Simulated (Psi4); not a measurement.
**Single-point calculation, with input and output: CHAlFO (charge +2)**

- system: CHAlFO, charge +2, multiplicity 2
- method: MN15/cc-pV(D+d)Z, UKS (Psi4 1.11)

The geometry is that of the parent species in another charge or spin state. The geometry comes from this level: GFN2-xTB.

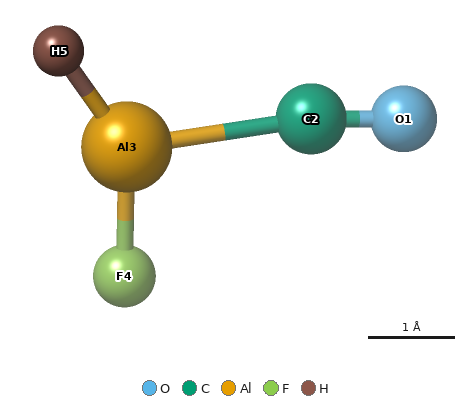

Figure 1. The input geometry (ball-and-stick view, seen at a tilt; atoms are numbered from 1 in the order of the input). Sticks mark near contacts. Bond lengths as drawn: Al–C 2.20 Å, Al–F 1.62 Å, Al–H 1.49 Å and C–O 1.10 Å.

**Results in brief**

- outcome: converged
- total energy: −454.951230 hartree
- basis functions: 70
- ⟨S²⟩: 0.763
- hardware: 1 thread of Intel Xeon (Sapphire Rapids), 64 GiB of memory available, shared host
- wall time: 29 s
- peak memory: 0.93 GiB

**Input (calc.inp)**
```
memory 1.6 GB

molecule system {
  2 2
  O      0.875470    -1.765280     1.316800
  C      0.590070    -0.886690     0.714870
  Al    -0.292060     0.719910    -0.510680
  F     -1.742320     0.033220    -0.702740
  H      0.568840     1.898850    -0.818240
  symmetry c1
}

set {
  basis cc-pV(D+d)Z
  reference uks
  puream true
  scf_type pk
  dft_radial_points 99
  dft_spherical_points 590
  maxiter 150
}

result, w = energy("mn15", return_wfn=True)
```

Launched with:
```bash
psi4 -i calc.inp -o calc.out -n 1
```

**The program's output**
```
Psi4 1.11 release

   => Loading Basis Set <=

    Name: CC-PV(D+D)Z
    Role: ORBITAL
    Keyword: BASIS

         ---------------------------------------------------------
                                   SCF
                              UKS Reference
                        1 Threads,   1525 MiB Core
         ---------------------------------------------------------

  ==> Geometry <==

    Molecular point group: c1
    Full point group: C1

    Geometry (in Angstrom), charge = 2, multiplicity = 2:

       Center              X                  Y                   Z               Mass
    ------------   -----------------  -----------------  -----------------  -----------------
         O            1.133187202182    -1.539805695029     1.294314395973    15.994914619570
         C            0.847787202182    -0.661215695029     0.692384395973    12.000000000000
         AL          -0.034342797818     0.945384304971    -0.533165604027    26.981538530000
         F           -1.484602797818     0.258694304971    -0.725225604027    18.998403162730
         H            0.826557202182     2.124324304971    -0.840725604027     1.007825032230

  Running in c1 symmetry.

  Rotational constants: A =      0.53339  B =      0.10268  C =      0.08610 [cm^-1]
  Rotational constants: A =  15990.52638  B =   3078.18763  C =   2581.29360 [MHz]
  Nuclear repulsion =  125.006586218126358

  Charge       = 2
  Multiplicity = 2
  Electrons    = 35
  Nalpha       = 18
  Nbeta        = 17

  ==> Algorithm <==

  SCF Algorithm Type is PK.
  DIIS enabled.
  MOM disabled.
  Fractional occupation disabled.
  Guess Type is SAD.
  Energy threshold   = 1.00e-06
  Density threshold  = 1.00e-06
  Integral threshold = 1.00e-12

  ==> Primary Basis <==

  Basis Set: CC-PV(D+D)Z
    Blend: CC-PV(D+D)Z
    Number of shells: 30
    Number of basis functions: 70
    Number of Cartesian functions: 75
    Spherical Harmonics?: true
    Max angular momentum: 2

  ==> DFT Potential <==

   => LibXC <=

    Version 7.1.2

   => Composite Functional: MN15 <=

   MN15 Hybrid Meta-GGA Exchange-Correlation Functional

    Deriv               =              1
    GGA                 =           TRUE
    Meta                =           TRUE

    Exchange Hybrid     =           TRUE
    MP2 Hybrid          =          FALSE

   => Exchange Functionals <=

    1.0000   XC_HYB_MGGA_X_MN15

   => Exact (HF) Exchange <=

    0.4400               HF

   => Correlation Functionals <=

    1.0000   XC_MGGA_C_MN15

   => LibXC Density Thresholds  <==

    XC_MGGA_C_MN15:  1.00E-15
    XC_HYB_MGGA_X_MN15:  1.00E-15

   => Molecular Quadrature <=

    Radial Scheme          =       TREUTLER
    Pruning Scheme         =           NONE
    Nuclear Scheme         =       TREUTLER

    Blocking Scheme        =         OCTREE
    BS radius alpha        =              1
    Pruning alpha          =              1
    Radial Points          =             99
    Spherical Points       =            590
    Total Points           =         281055
    Total Blocks           =           2074
    Max Points             =            256
    Max Functions          =             70
    Weights Tolerance      =       1.00E-15

  ==> Integral Setup <==

  Using in-core PK algorithm.
   Calculation information:
      Number of atoms:                   5
      Number of AO shells:              30
      Number of primitives:            122
      Number of atomic orbitals:        75
      Number of basis functions:        70

      Integral cutoff                 1.00e-12
      Number of threads:                 1

  Performing in-core PK
  Using 6177710 doubles for integral storage.
  We computed 98234 shell quartets total.
  Whereas there are 108345 unique shell quartets.

  ==> DiskJK: Disk-Based J/K Matrices <==

    J tasked:                  Yes
    K tasked:                  Yes
    wK tasked:                  No
    Memory [MiB]:              183
    Schwarz Cutoff:          1E-12

  Cached 50.0% of DFT collocation blocks in 0.550 [GiB].

  Minimum eigenvalue in the overlap matrix is 1.6106401820E-02.
  Reciprocal condition number of the overlap matrix is 4.7463631361E-03.
    Using symmetric orthogonalization.

  ==> Pre-Iterations <==

  SCF Guess: Superposition of Atomic Densities via on-the-fly atomic UHF (no occupation information).

   -------------------------
    Irrep   Nso     Nmo
   -------------------------
     A         70      70
   -------------------------
    Total      70      70
   -------------------------

  ==> Iterations <==

                        Total Energy        Delta E     RMS |[F,P]|

   @UKS iter SAD:  -455.05889968820600   -4.55059e+02   0.00000e+00
   @UKS iter   1:  -454.79488462094321    2.64015e-01   8.26137e-03 ADIIS/DIIS
   @UKS iter   2:  -453.78566807418747    1.00922e+00   2.43580e-02 ADIIS/DIIS
   @UKS iter   3:  -454.93594047582337   -1.15027e+00   2.69254e-03 ADIIS/DIIS
   @UKS iter   4:  -454.93776301705299   -1.82254e-03   2.71751e-03 ADIIS/DIIS
   @UKS iter   5:  -454.95009485837096   -1.23318e-02   6.43312e-04 ADIIS/DIIS
   @UKS iter   6:  -454.95097813735686   -8.83279e-04   2.58284e-04 ADIIS/DIIS
   @UKS iter   7:  -454.95119331911485   -2.15182e-04   6.72576e-05 DIIS
   @UKS iter   8:  -454.95122217877099   -2.88597e-05   2.67903e-05 DIIS
   @UKS iter   9:  -454.95122829645220   -6.11768e-06   6.33191e-06 DIIS
   @UKS iter  10:  -454.95122917869020   -8.82238e-07   4.65929e-06 DIIS
   @UKS iter  11:  -454.95122944510064   -2.66410e-07   4.65193e-06 DIIS
   @UKS iter  12:  -454.95122954403081   -9.89302e-08   1.88076e-06 DIIS
   @UKS iter  13:  -454.95122958022051   -3.61897e-08   4.70485e-07 DIIS
  Energy and wave function converged.

  ==> Post-Iterations <==

   Electrons on quadrature grid:
      Nalpha   =   18.0000004685 ; deviation = 4.685e-07
      Nbeta    =   17.0000003739 ; deviation = 3.739e-07
      Ntotal   =   35.0000008424 ; deviation = 8.424e-07

   @Spin Contamination Metric:   1.295293027E-02
   @S^2 Expected:                7.500000000E-01
   @S^2 Observed:                7.629529303E-01
   @S   Expected:                5.000000000E-01
   @S   Observed:                5.000000000E-01

    Orbital Energies [Eh]
    ---------------------

    Alpha Occupied:

       1A    -55.946681     2A    -24.807504     3A    -19.420084
       4A    -10.676096     5A     -4.693698     6A     -3.384406
       7A     -3.381982     8A     -3.380645     9A     -1.711651
      10A     -1.679736    11A     -1.092172    12A     -1.045335
      13A     -1.005724    14A     -1.001973    15A     -0.986072
      16A     -0.982174    17A     -0.972716    18A     -0.962249

    Alpha Virtual:

      19A     -0.527166    20A     -0.494678    21A     -0.478951
      22A     -0.432795    23A     -0.421062    24A     -0.241552
      25A     -0.224281    26A     -0.198796    27A     -0.190566
      28A     -0.149588    29A     -0.129395    30A     -0.121044
      31A     -0.078813    32A     -0.022787    33A      0.036718
      34A      0.078214    35A      0.113419    36A      0.122667
      37A      0.242689    38A      0.304200    39A      0.466454
      40A      0.571569    41A      0.607393    42A      0.611327
      43A      0.630501    44A      0.644190    45A      0.770631
      46A      0.800550    47A      0.838913    48A      0.865751
      49A      0.906121    50A      0.937103    51A      0.978826
      52A      1.181509    53A      1.352693    54A      1.491616
      55A      1.501913    56A      1.541784    57A      1.570215
      58A      1.741552    59A      1.800549    60A      2.002499
      61A      2.125883    62A      2.130098    63A      2.598426
      64A      2.613440    65A      3.037518    66A      3.058860
      67A      3.062643    68A      3.096711    69A      3.125577
      70A      3.294977

    Beta Occupied:

       1A    -55.946126     2A    -24.800350     3A    -19.420061
       4A    -10.674693     5A     -4.693650     6A     -3.384435
       7A     -3.381155     8A     -3.380176     9A     -1.694357
      10A     -1.679445    11A     -1.081056    12A     -1.022947
      13A     -0.984774    14A     -0.984719    15A     -0.971556
      16A     -0.961814    17A     -0.927217

    Beta Virtual:

      18A     -0.794570    19A     -0.525737    20A     -0.485902
      21A     -0.462389    22A     -0.425302    23A     -0.412876
      24A     -0.236684    25A     -0.213629    26A     -0.175683
      27A     -0.175172    28A     -0.149224    29A     -0.127985
      30A     -0.117532    31A     -0.075564    32A     -0.003666
      33A      0.041716    34A      0.094775    35A      0.126573
      36A      0.126884    37A      0.287408    38A      0.332430
      39A      0.467105    40A      0.573899    41A      0.608005
      42A      0.613012    43A      0.638073    44A      0.652536
      45A      0.819171    46A      0.826066    47A      0.841741
      48A      0.912701    49A      0.918225    50A      1.022440
      51A      1.062908    52A      1.252406    53A      1.351865
      54A      1.500964    55A      1.506645    56A      1.540083
      57A      1.571998    58A      1.791968    59A      1.816367
      60A      2.012220    61A      2.124861    62A      2.129404
      63A      2.598225    64A      2.613451    65A      3.039466
      66A      3.076150    67A      3.081840    68A      3.101038
      69A      3.141032    70A      3.303379

    Final Occupation by Irrep:
              A
    DOCC [    17 ]
    SOCC [     1 ]
    NA   [    18 ]
    NB   [    17 ]

  @UKS Final Energy:  -454.95122958022051

   => Energetics <=

    Nuclear Repulsion Energy =            125.0065862181263583
    One-Electron Energy =                -860.2903966669359761
    Two-Electron Energy =                 304.6510673230000634
    DFT Exchange-Correlation Energy =     -24.3184864544109374
    Empirical Dispersion Energy =           0.0000000000000000
    VV10 Nonlocal Energy =                  0.0000000000000000
    Total Energy =                       -454.9512295802205131

  UHF NO Occupations:
  HONO-2 :   16  A 1.9996900
  HONO-1 :   17  A 1.9940430
  HONO-0 :   18  A 1.0000000
  LUNO+0 :   19  A 0.0059570
  LUNO+1 :   20  A 0.0003100
  LUNO+2 :   21  A 0.0000912
  LUNO+3 :   22  A 0.0000561

Computation Completed

Properties will be evaluated at   0.000000,   0.000000,   0.000000 [a0]

Properties computed using the SCF density matrix

 Multipole Moments:

 ------------------------------------------------------------------------------------
     Multipole            Electronic (a.u.)      Nuclear  (a.u.)        Total (a.u.)
 ------------------------------------------------------------------------------------

 L = 1.  Multiply by 2.5417464519 to convert [e a0] to [Debye]
 Dipole X            :         -0.6333239            2.2126737            1.5793498
 Dipole Y            :          1.6781809            0.8632822            2.5414632
 Dipole Z            :         -1.1753381            0.3966774           -0.7786607
 Magnitude           :                                                    3.0918753

 ------------------------------------------------------------------------------------

	total time  =         26 seconds =       0.43 minutes

    Psi4 run time: 0:00:26.81
```
